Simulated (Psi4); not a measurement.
# SiH2O2 (SMILES O[Si]O): CCSD(T)/aug-cc-pVDZ

Aim: the energy change on altering one bond length of SiH2O2 at CCSD(T)/aug-cc-pVDZ, from 2 runs. 

The calculation is run with Psi4 1.11.

1 further run of the same task is left out (set aside as unsound or not needed).

## Step 1: The system as given

The species is SiH2O2 (5 atoms), meant as a singlet with charge 0. As SMILES, `O[Si]O`. The shape is that of a PBE0-D4/def2-TZVP optimisation. This is one conformer, not always the lowest.

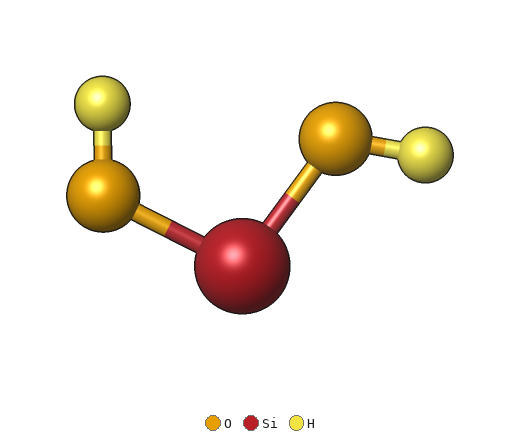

The structure, seen from a chosen angle (oxygen amber, silicon red, hydrogen yellow).

## Step 2: The energy at CCSD(T)/aug-cc-pVDZ

Contents of input.in:

```
memory 2200 mb

molecule mol {
  O
  Si 1 r2
  O 2 r3 1 a3
  H 1 r4 2 a4 3 d4
  H 3 r5 2 a5 1 d5

  r2 = 1.642005
  r3 = 1.662725
  a3 = 99.37596
  r4 = 0.963717
  a4 = 117.47399
  d4 = 0.02945
  r5 = 0.960061
  a5 = 116.05777
  d5 = 179.99842
  units angstrom
  symmetry c1
  no_reorient
  no_com
}

set basis aug-cc-pVDZ
set puream true
set e_convergence 1e-09
set d_convergence 1e-08
set scf_type pk
set num_frozen_docc 7

energy('ccsd(t)')
print_variables()
```

On the command line:

```
$ psi4 input.in input.out -n 1
```

input.out:

```text
[...]
  Running in c1 symmetry.
[...]
  Nuclear repulsion =  103.646262034602145
[...]
  Multiplicity = 1
[...]
  Nalpha       = 16
  Nbeta        = 16
[...]
    Number of basis functions: 91
[...]
   @RHF iter   1:  -439.75417034912675   -8.78304e-01   6.80606e-03 ADIIS/DIIS
[...]
   @RHF iter  11:  -439.90920140297987   -1.38698e-11   7.41198e-09 DIIS
[...]
    Orbital Energies [Eh]
    ---------------------
    Doubly Occupied:
       1A    -68.834480     2A    -20.584067     3A    -20.576876
       4A     -6.173105     5A     -4.276588     6A     -4.275721
       7A     -4.274565     8A     -1.372549     9A     -1.340256
      10A     -0.764156    11A     -0.715059    12A     -0.595747
      13A     -0.556759    14A     -0.555480    15A     -0.510947
      16A     -0.358408
[...]
  @RHF Final Energy:  -439.90920140297987
   => Energetics <=
    Nuclear Repulsion Energy =            103.6462620346021453
    One-Electron Energy =                -815.5814026731227386
    Two-Electron Energy =                 272.0259392355407044
    Total Energy =                       -439.9092014029798747
[...]
 Multipole Moments:
 ------------------------------------------------------------------------------------
     Multipole            Electronic (a.u.)      Nuclear  (a.u.)        Total (a.u.)
 ------------------------------------------------------------------------------------
 L = 1.  Multiply by 2.5417464519 to convert [e a0] to [Debye]
 Dipole X            :          0.0000741           -0.0003768           -0.0003027
 Dipole Y            :          1.0974421           -1.7127974           -0.6153553
 Dipole Z            :          0.5372706           -0.1443402            0.3929305
 Magnitude           :                                                    0.7301073
[...]
      * MP2 total energy                      = -440.401612291888057
[...]
      * CCSD total energy                     = -440.418701316311058
[...]
      * CCSD(T) total energy                  = -440.434587453787003
[...]
```

Wall time 18 s (1 thread of Intel Xeon 6975P-C (Granite Rapids), shared host); peak memory 0.73 GiB.

## Step 3: The distorted shape, same level

Contents of h2o2si.py:

```python
import psi4

psi4.set_memory(2200000000)
psi4.set_num_threads(1)
psi4.core.set_output_file('h2o2si.out', False)

geom = psi4.geometry("""
O     -1.875757    -0.005298    -0.457403
Si    -0.644557    -0.690998     0.385297
O      0.603443     0.287802    -0.113803
H     -1.664457     0.749202    -1.018503
H      1.901100    -0.013100     0.433400
symmetry c1
""")

options = {'basis': 'aug-cc-pVDZ', 'puream': True, 'e_convergence': 1e-09, 'd_convergence': 1e-08, 'scf_type': 'pk', 'num_frozen_docc': 7}
psi4.set_options(options)

e_tot = psi4.energy('ccsd(t)')
print(f'total energy {e_tot:.8f} hartree = {e_tot * 27.211386:.5f} eV')
```

On the command line:

```
$ python h2o2si.py
```

h2o2si.out:

```text
[...]
  Running in c1 symmetry.
[...]
  Nuclear repulsion =  101.538264293180021
[...]
  Multiplicity = 1
[...]
  Nalpha       = 16
  Nbeta        = 16
[...]
    Number of basis functions: 91
[...]
   @RHF iter   1:  -439.60279000973526   -1.00290e+00   7.17375e-03 DIIS/ADIIS
[...]
   @RHF iter  13:  -439.80138887074486   -6.70752e-12   4.63312e-09 DIIS
[...]
    Orbital Energies [Eh]
    ---------------------
    Doubly Occupied:
       1A    -68.828451     2A    -20.607023     3A    -20.574214
       4A     -6.167042     5A     -4.270395     6A     -4.269576
       7A     -4.268577     8A     -1.356701     9A     -1.288391
      10A     -0.740081    11A     -0.645460    12A     -0.568588
      13A     -0.547890    14A     -0.523469    15A     -0.502461
      16A     -0.351209
[...]
  @RHF Final Energy:  -439.80138887074486
   => Energetics <=
    Nuclear Repulsion Energy =            101.5382642931800206
    One-Electron Energy =                -811.6602484611363479
    Two-Electron Energy =                 270.3205952972114119
    Total Energy =                       -439.8013888707448587
[...]
 Multipole Moments:
 ------------------------------------------------------------------------------------
     Multipole            Electronic (a.u.)      Nuclear  (a.u.)        Total (a.u.)
 ------------------------------------------------------------------------------------
 L = 1.  Multiply by 2.5417464519 to convert [e a0] to [Debye]
 Dipole X            :         -0.4282045            1.3748728            0.9466683
 Dipole Y            :         -0.8751334            1.1091537            0.2340203
 Dipole Z            :          0.6073575           -0.5752581            0.0320994
 Magnitude           :                                                    0.9756930
[...]
      * MP2 total energy                      = -440.316860742018662
[...]
      * CCSD total energy                     = -440.332168126053034
[...]
      * CCSD(T) total energy                  = -440.351169784426816
```

The script printed:

```text
total energy -440.35116978 hartree = -11982.56566 eV
```

Wall time 22 s (1 thread of Intel Xeon 6975P-C (Granite Rapids), shared host); peak memory 0.74 GiB.

## Step 4: Results

At CCSD(T)/aug-cc-pVDZ, 7 core orbitals frozen:

| quantity | value |
| --- | --- |
| first shape: total energy | -440.43459 Eh |
| first shape: HOMO energy (Hartree–Fock orbitals) | -9.75 eV |
| first shape: LUMO energy (Hartree–Fock orbitals) | 1.00 eV |
| first shape: HOMO–LUMO gap (Hartree–Fock orbitals) | 10.75 eV |
| first shape: correlation energy (7 core orbitals frozen) | -525.4 mEh |
| first shape: (T) correction | -15.89 mEh |
| first shape: T1 diagnostic | 0.017 |
| distorted shape: total energy | -440.35117 Eh |
| distorted shape: HOMO energy (Hartree–Fock orbitals) | -9.56 eV |
| distorted shape: LUMO energy (Hartree–Fock orbitals) | 0.35 eV |
| distorted shape: HOMO–LUMO gap (Hartree–Fock orbitals) | 9.91 eV |
| distorted shape: correlation energy (7 core orbitals frozen) | -549.8 mEh |
| distorted shape: (T) correction | -19.00 mEh |
| distorted shape: T1 diagnostic | 0.020 |
| energy change with the O3–H5 bond stretched from 0.960 to 1.440 Å | 2.270 eV |

**Reading.** One bond (distorted shape) is far stretched, which a spin-restricted single reference describes badly; perturbation theory on it can break down and give far too much correlation. With the O3–H5 bond stretched from 0.960 to 1.440 Å the energy rises by 2.27 eV (52 kcal/mol). The first shape isn't relaxed at this level, so the change isn't measured from a minimum. A restricted reference can't describe the breaking bond well at this length. The triples (first shape) make up 3.0 % of the correlation energy. The triples (distorted shape) make up 3.5 % of the correlation energy.
